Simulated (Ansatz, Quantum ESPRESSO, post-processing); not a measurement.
# Al chain with one bond drawn out by 1.5 Å: ballistic transmission, part 4 of 4

Aim: the zero-bias transmission with pwcond for this junction: Al chain with one bond drawn out by 1.5 Å.

Quantum ESPRESSO 7.5; plane-wave DFT, PBEsol, GBRV ultrasoft pseudopotentials; cross-check by Ansatz 0.2.0 with PAW datasets.

So far. Step 2 (SCF with pw.x): The run needed 53 iterations to bring the estimated error under 1e-07 Ry; the largest force on any atom, held or free, is 1.64 eV/Å. Step 3 (The open system): At no point does T exceed the number of channels.

**5. Cross-check with Ansatz**

As a check, the same structure is run in Ansatz.

Level of this step: plane-wave DFT, PBEsol, Ansatz PAW (Ansatz 0.2.0).

The input, input.yaml:

```yaml
crystal:
  lattice:
    - [7.5, 0.0, 0.0]
    - [0.0, 7.5, 0.0]
    - [0.0, 0.0, 30.3]
  atoms:
    - { symbol: Al, position: [0.5, 0.5, 0.0] }
    - { symbol: Al, position: [0.5, 0.5, 0.0792079208] }
    - { symbol: Al, position: [0.5, 0.5, 0.1584158416] }
    - { symbol: Al, position: [0.5, 0.5, 0.2376237624] }
    - { symbol: Al, position: [0.5, 0.5, 0.3168316832] }
    - { symbol: Al, position: [0.5, 0.5, 0.396039604] }
    - { symbol: Al, position: [0.5, 0.5, 0.5247524752] }
    - { symbol: Al, position: [0.5, 0.5, 0.603960396] }
    - { symbol: Al, position: [0.5, 0.5, 0.6831683168] }
    - { symbol: Al, position: [0.5, 0.5, 0.7623762376] }
    - { symbol: Al, position: [0.5, 0.5, 0.8415841584] }
    - { symbol: Al, position: [0.5, 0.5, 0.9207920792] }
kpoints:
  mp_grid: { grid: [1, 1, 4] }
hamiltonian:
  xc: pbesol
scf:
  occupations: { method: fermi_dirac, width: 0.1 }
  convergence: { dr2_threshold: 1.0e-08 }
output:
  transmission:
    leads: [[0, 1]]
    e_range: [-2.0, 2.0]
    de: 0.05
    kmesh: [1, 1]
    reduced_basis: true
  write_potential: true
  write_density: true
  volumetric_format: npy
  elf: true
```

The run is started by

```bash
$ ansatz run input.yaml --threads 2 --pin off --max-ram 4096MiB --backend cpu --events-out ev --progress --plain --runs-dir out
```

Numbers of over 12 decimals in the logs are rounded to 6 here.

Output:

```text
Engine: ansatz 0.2.0, aarch64-unknown-linux-gnu
Pseudopotentials: kind: paw
Pseudopotential: Al, paw, valence charge 3, recommended cutoff 420 eV (normal), Al.paw.azcp
Functional definition: PBEsol
  exchange = pbesol_x
  correlation = pbesol_c
Crystal: 12 atoms, lattice volume = 1704.375 Å³
Basis set: ecut = 420 eV, 33381 PW (Γ)
Bands: 30, of which v1, the nominal top of the filled ones, is band 18 counted from 1 (17 counted from 0)
Symmetry: 16 space group operations
Space group: P4/mmm (ITA 123), of the structure as read, at distance tolerance 1.2e-4 Å
k-points: 3 of 4
Non-local potential: Al, projectors of the file, l = 0: 2, l = 1: 2, l = 2: 1
PAW form: soft (Blöchl's): semilocal exchange-correlation on the pseudo side does not see the compensation charge
PAW frozen core: Al, regenerated for the run's functional, and the local potential with it (the file was generated under x = pbe(κ = 0.804, μ = 0.219515), c = pbe(β = 0.066725))
PAW one-centre angular grid: Al, 110 points (default); XC on 64 Gauss nodes
Initial density: superposition of atomic densities (neutral atoms: chi_scale 0, normalization atom), corrected by the library's trained network
Initial wavefunctions: pseudopotential atomic-orbital guess
Functional: x = pbesol(κ = 0.804, μ = 0.123457), c = pbesol(β = 0.046)
SCF iter   1: F=—  HF=-6267.404458 eV  |F-HF|=—  |Δ(HF+E_count)|=         —  Δρ=3.18e-3  dr2=4.94e0  ethr=1.77e-3  ⟨swp⟩=17.7  Hψ=550  notcnv=0
preconditioner: auto → LDOS  [metal: Δε(μ)=0.064 eV  Ē_g=3.912 eV  σ=0.100 eV  W_gap=0.16  n_scr=84 (ndim 8)  ℏωp=5.4 eV  f_vac=0.471  D(μ)=21.02/eV (n_scr^D=94)  β→1.0]
SCF iter   2: F=—  HF=-6267.290492 eV  |F-HF|=—  |Δ(HF+E_count)|=   1.14e-1  Δρ=1.24e-3  dr2=1.42e-1  ethr=1.77e-3  ⟨swp⟩=1.0  Hψ=114  notcnv=0
SCF iter   3: F=—  HF=-6267.285830 eV  |F-HF|=—  |Δ(HF+E_count)|=   4.66e-3  Δρ=6.09e-4  dr2=9.19e-2  ethr=3.95e-4  ⟨swp⟩=1.0  Hψ=90  notcnv=0
SCF iter   4: F=—  HF=-6267.282749 eV  |F-HF|=—  |Δ(HF+E_count)|=   3.08e-3  Δρ=2.96e-4  dr2=1.81e-2  ethr=2.55e-4  ⟨swp⟩=1.0  Hψ=90  notcnv=0
SCF iter   5: F=—  HF=-6267.281780 eV  |F-HF|=—  |Δ(HF+E_count)|=   9.70e-4  Δρ=1.10e-4  dr2=1.17e-3  ethr=5.03e-5  ⟨swp⟩=1.0  Hψ=90  notcnv=0
SCF iter   6: F=—  HF=-6267.281713 eV  |F-HF|=—  |Δ(HF+E_count)|=   6.65e-5  Δρ=5.25e-5  dr2=2.20e-4  ethr=3.24e-6  ⟨swp⟩=2.0  Hψ=112  notcnv=0
SCF iter   7: F=—  HF=-6267.281690 eV  |F-HF|=—  |Δ(HF+E_count)|=   2.33e-5  Δρ=2.46e-5  dr2=5.91e-5  ethr=6.12e-7  ⟨swp⟩=2.0  Hψ=129  notcnv=0
SCF iter   8: F=—  HF=-6267.281683 eV  |F-HF|=—  |Δ(HF+E_count)|=   7.23e-6  Δρ=9.04e-6  dr2=6.56e-6  ethr=1.64e-7  ⟨swp⟩=3.0  Hψ=148  notcnv=0
SCF iter   9: F=—  HF=-6267.281635 eV  |F-HF|=—  |Δ(HF+E_count)|=   4.79e-5  Δρ=2.99e-6  dr2=9.32e-7  ethr=1.82e-8  ⟨swp⟩=2.0  Hψ=162  notcnv=0
SCF iter  10: F=—  HF=-6267.281635 eV  |F-HF|=—  |Δ(HF+E_count)|=   1.96e-8  Δρ=9.80e-7  dr2=6.42e-8  ethr=2.59e-9  ⟨swp⟩=3.0  Hψ=150  notcnv=0
SCF iter  11: F=-6267.281635 eV  HF=-6267.281635 eV  |F-HF|=6.37e-12  |Δ(HF+E_count)|=   2.45e-9  Δρ=2.18e-7  dr2=2.82e-9  ethr=2.78e-11  ⟨swp⟩=6.0  Hψ=285  notcnv=0
SCF 1 converged in 11 iterations: F = -6267.281635 eV  dr2 = 2.82e-9
  greatest PAW one-centre occupation: 0.559 electrons in one spin orbital (limit 2), on the Al atom at site 6 (counted from 0), in its partial waves of l = 0
transmission: 38 of 228 steps passed
transmission: 76 of 228 steps passed
[...]
transmission: 228 of 228 steps passed
WARN: The output density's exchange-correlation potential varies sharply where the density is thin. Do not read a vacuum level from v_tot or v_xc, or from such a field of the output density. On a cell that repeats whose density bears no net charge and no dipole along the vacuum's axis use v_es (v_loc + v_h of the components); under efield.dipole_correction with no amplitude use v_es + v_field, which holds any externa [...]
SCF converged after 11 iterations
Free energy (F): -6267.281635 eV
Harris-Foulkes:  -6267.281635 eV  (|F-HF|=6.37e-12)
Internal energy: -6266.522760 eV  (E = F + TS)
E sigma→0 (E₀):  -6266.902197 eV
Entropy (-TS):   -0.758875 eV (-63.240 meV/atom)
Fermi energy:    -2.553584 eV
--- Per-component energies (eV) ---
  E_band       = -197.728941
  E_kinetic    = 230.192005
  E_local      = -894.658122  (includes V_loc(G=0)·N_el)
  E_nonlocal   = 138.227485
  E_hartree    = 335.895670
  E_xc         = -434.220194
  E_vxc        = -298.426014  (∫ρ·V_xc dr)
  E_paw        = -5457.810031  (= ΣΔE_a)
  E_vpaw       = -44.855742  (= ΣTr[D̂ρ^β])
  E_aug_tail   = -0.000029  (compensation charges beyond the density's cutoff)
  E_ewald      = -184.379213
  E_core_change = 0.229668  (= ΣΔE_core)
  E_smearing   = -0.758875  (= −TS)
  E_closure    = 0.000000  (closes the sum)
  Σ components = -6267.281635   (vs F -6267.281635, Δ=0.00e0)
--- Band table (eV) ---
  k-point 0: bands = [... 14 lower, -2.7769, -2.7769, -2.6539, -2.6363, -2.6363, -2.3604, -2.3604, -2.1008, ... 8 higher]
  k-point 1: bands = [... 14 lower, -2.7861, -2.7861, -2.6170, -2.6170, -2.5895, -2.3908, -2.3908, -2.0633, ... 8 higher]
  k-point 2: bands = [... 14 lower, -2.7944, -2.7944, -2.5958, -2.5958, -2.5277, -2.4208, -2.4208, -2.0249, ... 8 higher]
--- Transmission ---
  basis      : 497 plane waves across, 38 finite elements along
  points     : 1, standing for a mesh of 1 x 1
  energies   : 81 from -2.000000 to 2.000000 eV about the Fermi level, 0.050000 eV apart; the leads are filled to 0.000000 eV, and channels, transmission and decay are at 0.000000 eV
  crystal 0  : Al1, at the sites [0, 1], period 2.4000 Å, over 28.80 Å; its Hamiltonian steps by up to 10.4 meV
    offset         : up to 0.0000 Å between an atom of the period and one for which it stands
    channels       : 2.000000e0 a spin
    conductance    : none, the energies end too early or step too widely for 300 K: set another output.transmission.e_range or a lower de, or, where they end at an eighth of basis.ecutwfc, a higher one
  junction   : crystal 0 to crystal 0, -0.50 to 27.40 Å
    transmission   : 2.465186e-1 a spin
    error estimate : 9.337828e-6 a spin from the reduction of the transverse basis, at the most 1.754627e-5 at 2.000000 eV
    conductance    : none, the energies end too early or step too widely for 300 K: set another output.transmission.e_range or a lower de, or, where they end at an eighth of basis.ecutwfc, a higher one
```

It took 40 s on 2 threads of Arm Neoverse V2, shared host; peak memory 1.3 GiB.

Read from the output:

```
free energy                                  : -6267.2816 eV
energy at zero smearing                      : -6266.9022 eV
smearing term TS                             : 0.7589 eV
Fermi energy                                 : -2.554 eV
symmetry operations                          : 16
transmission at the Fermi level, one spin    : 0.2465
step of the lead's Hamiltonian over a period : 10.4 meV
```

Per spin. Transmission against energy, zero at the Fermi level:

```
energy (eV)  transmission
    -2.0000         0.174
    -1.7500         0.178
    -1.5000         0.157
    -1.2500        0.0103
    -1.0000             0
    -0.7500             0
    -0.5000             0
    -0.2500        0.0545
     0.0000         0.247
     0.0500         0.252
     0.2500         0.215
     0.5000         0.191
     0.7500         0.203
     1.0000         0.276
     1.2500         0.394
     1.5000         0.500
     1.7500         0.601
     2.0000         0.702
```

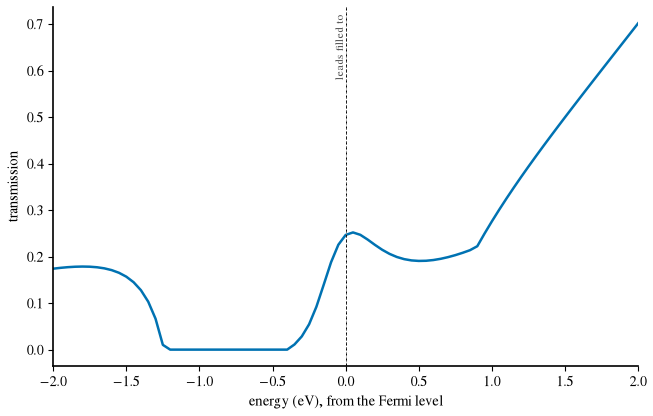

Transmission against energy.

Per spin. Table of open channels by energy, zero at the Fermi level:

```
energy (eV)  open channels
     -2.000              1
     -1.500              1
     -1.000              0
     -0.500              0
      0.000              2
      0.500              2
      1.000              3
      1.500              3
      2.000              3
```

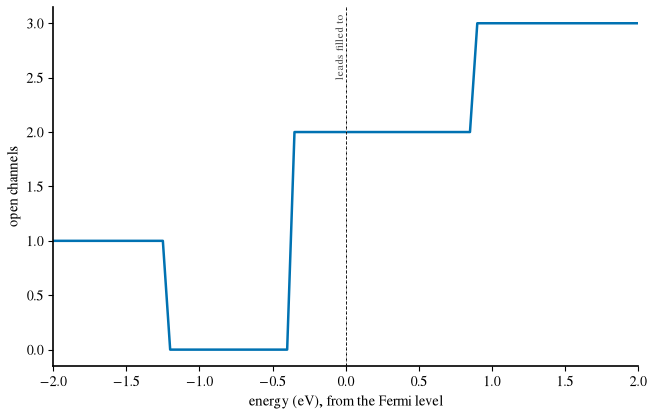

Open channels, plotted against energy.

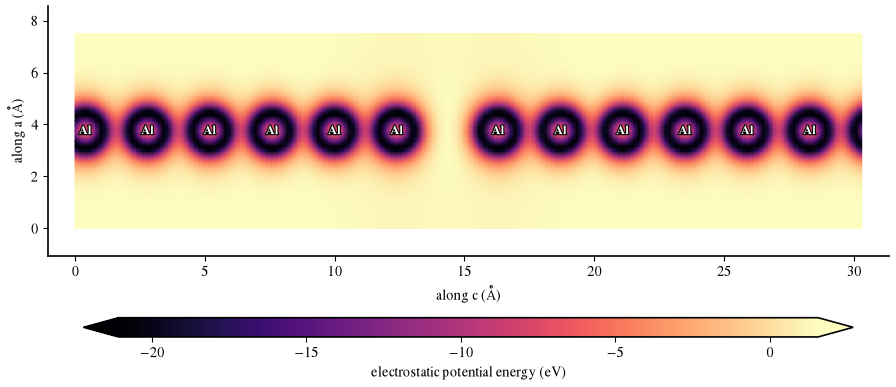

Electrostatic potential energy in the ca plane at fractional y = 0.500, with atoms of Al within 0.2 Å of it. With pseudopotentials it is smooth inside the atoms' cores, unlike the true potential.

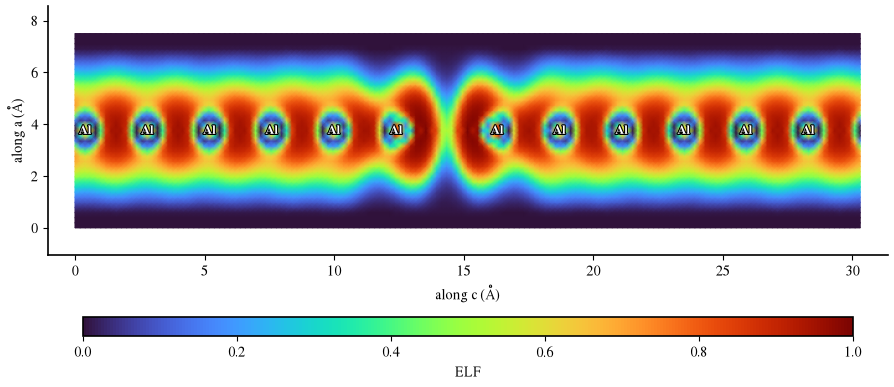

ELF in the ca plane at fractional y = 0.500, with atoms of Al within 0.2 Å of it. It is the smooth field of the valence electrons, not physical close to the nuclei.

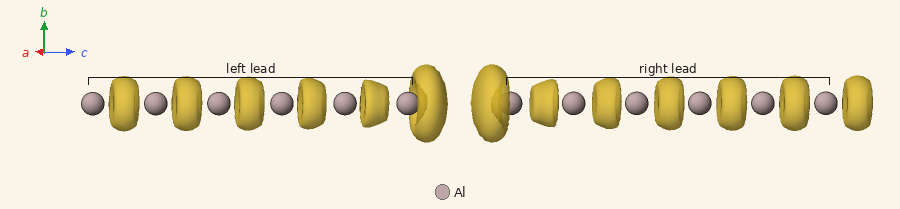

Surface of ELF = 0.85.

Ansatz finds T = 0.247 against pwcond's 0.332.

**6. All levels side by side**

All levels:

```
                   step  T at the Fermi level (per spin)  conductance (G0)  r.m.s. T(E) from the first  CPU time of the step (s)  peak memory (GiB)
                 Ansatz                           0.2465                 -                           0                     77.85              1.337
                 pwcond                           0.3318            0.3318                     0.02076                     384.2               0.31
pwcond, changed setting                           0.3318            0.3318                     0.02076                     401.6               0.31
```

Per spin. The transmission by energy, zero at the Fermi level:

```
energy (eV)  Ansatz  pwcond  pwcond, changed setting
      -2.00   0.174   0.188                    0.188
      -1.70   0.177   0.195                    0.195
      -1.40   0.128   0.134                    0.134
      -1.10       0       0                        0
      -0.80       0       0                        0
      -0.50       0       0                        0
      -0.20  0.0923  0.0924                   0.0924
       0.00   0.247   0.332                    0.332
       0.10   0.247   0.290                    0.290
       0.20   0.225   0.230                    0.230
       0.50   0.191   0.174                    0.174
       0.80   0.208   0.207                    0.207
       1.10   0.325   0.316                    0.316
       1.40   0.458   0.441                    0.441
       1.70   0.581   0.570                    0.570
       2.00   0.702   0.701                    0.701
```

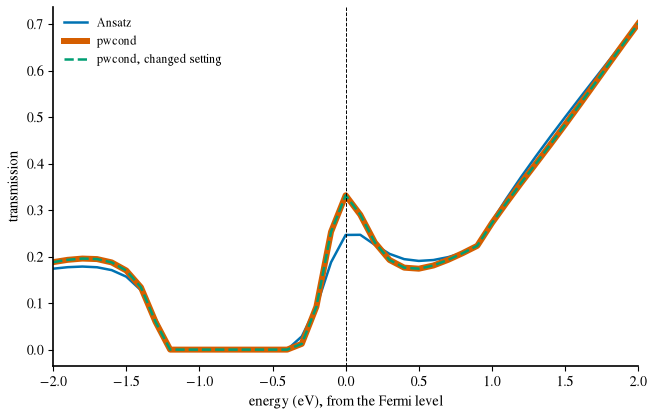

Transmission against energy.

**7. Worked from the printed numbers**

G = 0.332 × 77.48 µS = 25.7 µS a cell, a resistance of 38.9 kΩ.

**8. What came out**

```yaml
conductance_from_t_at_the_fermi_level_a_cell: 0.332 G₀
lead_channels_per_spin: 2.00
the_same_conductance_by_ansatz: 0.247 G₀
```

In words: The junction conducts 0.332 G₀ a cell at the Fermi level (PBEsol, GBRV ultrasoft). At the Fermi level the junction passes 17 % of what the leads offer. At the Fermi level pwcond and Ansatz differ by 35 %; unlike potentials, short leads and band edges at slightly different energies can each add to that; the cause was not traced. Over -2 to 2 eV, T lies between 0 and 0.70 per spin. The geometry is as built, not relaxed, and the leads are short.

[Logs are printed without paths, hosts, clocks, repeated set-up lines and the standing remarks that a program may print on its own settings, such as how far it seeks lower states.]

[Hosts, paths, dates, database ids (printed as entryN), source tags and the programs' standing remarks are cut or masked in the printed files.]

[Maps of the electrostatic potential energy from Ansatz leave out the sawtooth potential of an applied field or a dipole correction, so their vacuum need not be flat; planar profiles and work functions include it.]
